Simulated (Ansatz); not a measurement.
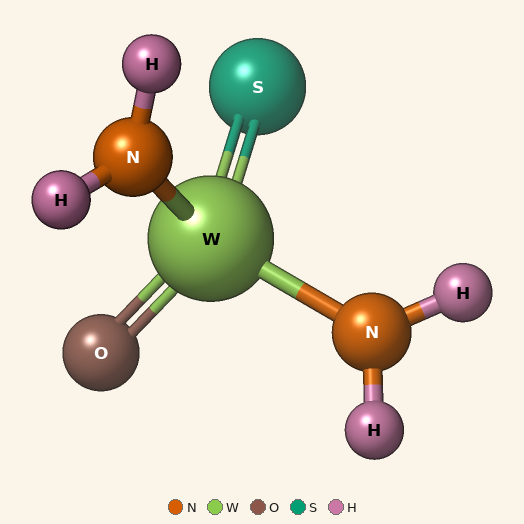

Charge 0, singlet. The computed structure is the end point of a PBE0-D4/def2-TZVP optimisation. Program: Ansatz 0.2.0.

At this fixed geometry, give HOMO energy (eV) at these levels: BHLYP-D4/def2-TZVPP; CAM-B3LYP-D4/def2-TZVPP; HSE06 (plane-wave form)-D4/def2-TZVPP; PBE0-D4/def2-SVP; PBE0-D4/def2-TZVPP; SPW92 (LDA)/def2-TZVPP; r2SCAN-D4/def2-TZVPP; r2SCAN0-D4/def2-TZVPP; r2SCANh-D4/def2-TZVPP; ωB97X-V/def2-TZVPP.

```json
{"level": "BHLYP-D4/def2-TZVPP", "HOMO energy (eV)": "−8.37"}
{"level": "CAM-B3LYP-D4/def2-TZVPP", "HOMO energy (eV)": "−8.57"}
{"level": "HSE06 (plane-wave form)-D4/def2-TZVPP", "HOMO energy (eV)": "−6.90"}
{"level": "PBE0-D4/def2-SVP", "HOMO energy (eV)": "−7.24"}
{"level": "PBE0-D4/def2-TZVPP", "HOMO energy (eV)": "−7.30"}
{"level": "SPW92 (LDA)/def2-TZVPP", "HOMO energy (eV)": "−6.24"}
{"level": "r2SCAN-D4/def2-TZVPP", "HOMO energy (eV)": "−6.36"}
{"level": "r2SCAN0-D4/def2-TZVPP", "HOMO energy (eV)": "−7.49"}
{"level": "r2SCANh-D4/def2-TZVPP", "HOMO energy (eV)": "−6.81"}
{"level": "ωB97X-V/def2-TZVPP", "HOMO energy (eV)": "−9.57"}
```
